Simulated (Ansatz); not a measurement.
**C$_{2}$H$_{8}$AlN···HF: density, localisation and related maps**

The calculation's input:

```
crystal:
  periodic: [false, false, false]
  atoms:
    - { symbol: Al, position_ang: [0.4369, -0.7119, 1.8547] }
    - { symbol: "N", position_ang: [-0.077, 0.1517, -0.1453] }
    - { symbol: C, position_ang: [-0.4499, -0.8418, -1.1331] }
    - { symbol: C, position_ang: [-0.4701, 1.4968, -0.5039] }
    - { symbol: H, position_ang: [0.4027, 0.168, 3.1129] }
    - { symbol: H, position_ang: [0.1045, -2.2108, 1.9161] }
    - { symbol: H, position_ang: [1.2336, 0.0351, 0.0928] }
    - { symbol: F, position_ang: [2.1896, -0.3114, 0.7494] }
    - { symbol: H, position_ang: [-0.1878, -1.8314, -0.7474] }
    - { symbol: H, position_ang: [-1.5282, -0.8188, -1.324] }
    - { symbol: H, position_ang: [0.0709, -0.6829, -2.085] }
    - { symbol: H, position_ang: [-0.0012, 1.8082, -1.4458] }
    - { symbol: H, position_ang: [-1.557, 1.5647, -0.6265] }
    - { symbol: H, position_ang: [-0.167, 2.1845, 0.2851] }
basis:
  gaussian: { orbitals: def2-SVP }
hamiltonian:
  xc: b3lyp
relax:
  f_tol: 0.15
  max_steps: 25
  restrain:
    - { distance: [0, 7], at: 3.08, k: 30.0 }
    - { distance: [6, 1], at: 2.32, k: 30.0 }
    - { distance: [0, 1], at: 1.92, k: 30.0 }
    - { distance: [6, 7], at: 0.88, k: 30.0 }
output:
  orbitals: {}
```

Command:

```sh
ansatz run input.yaml --threads 4 --pin off --max-ram 5120MiB --backend cpu --events-out ev --progress --plain --runs-dir out
```

The fields are those of the run's last geometry, not of the input's.

Not at a stationary point (largest force 1.3 eV/Å).

All numbers below come from RKS B3LYP/def2-SVP (Ansatz 0.2.0).

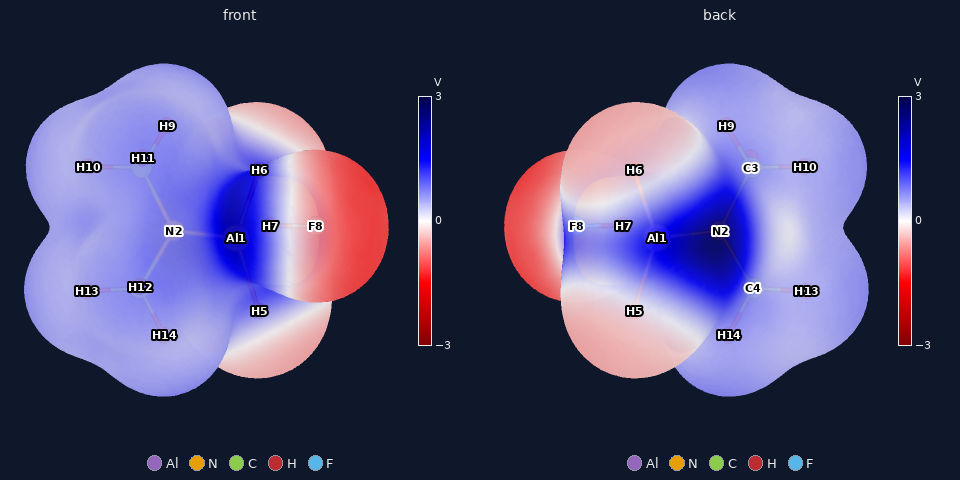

Figure 1. The molecular electrostatic potential painted on the density surface at 0.002 e/bohr³, seen from the front and from behind; red is negative and blue positive.

Describe the electrostatic potential map.

The most negative region (about −1.1 V, or −25 kcal/mol for a unit charge) lies over F8, the most positive (about +2.6 V, or +60 kcal/mol for a unit charge) over Al1.

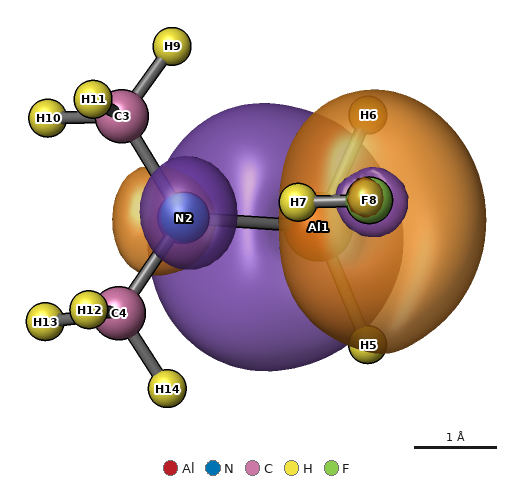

Figure 2. One frontier orbital at ±0.1 Å⁻³ᐟ² (orange and purple are the two phases), seen across its widest extent.

Which orbital is it: HOMO or LUMO?

The LUMO, at −0.99 eV. Its weight (Hirshfeld) is mainly on Al1 (about 70 %) and N2 (about 10 %).

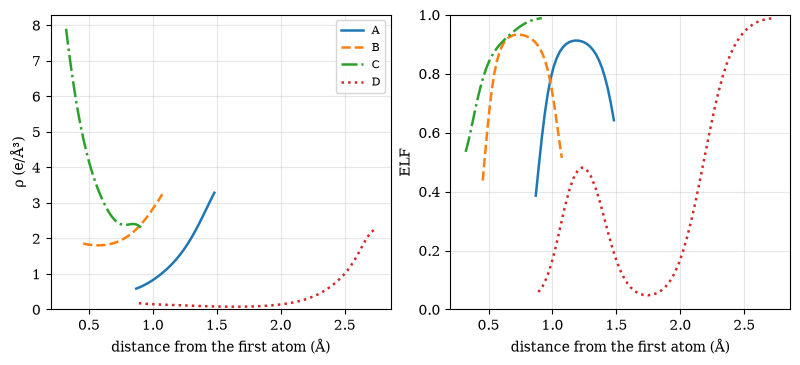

Figure 3. Total electron density and ELF along straight lines between neighbouring atoms. The curves leave out the atomic cores.

Which curve belongs to which contact (Al–H, Al–N, C–N and F–H)? The first atom named is at distance zero.

Curve A: Al–N (1.88 Å): the density is about 0.7 e/Å³ at the midpoint; the ELF peaks at about 0.90 in the valence shell of N, 0.7 Å from its nucleus, and is about 0.65 at the midpoint. Curve B: C–N (1.46 Å): the density is about 1.9 e/Å³ at the midpoint; the ELF peaks at about 0.95 between the atoms: localised, covalent bonding. Curve C: F–H (0.92 Å): the density is about 4.8 e/Å³ at the midpoint; the ELF climbs to about 1 towards the hydrogen, as it does in any bond to H: an ordinary covalent bond to hydrogen. Curve D: Al1···H7 (2.74 Å): the density falls to about 0.08 e/Å³ on the way; the ELF dips to about 0.05 between them.
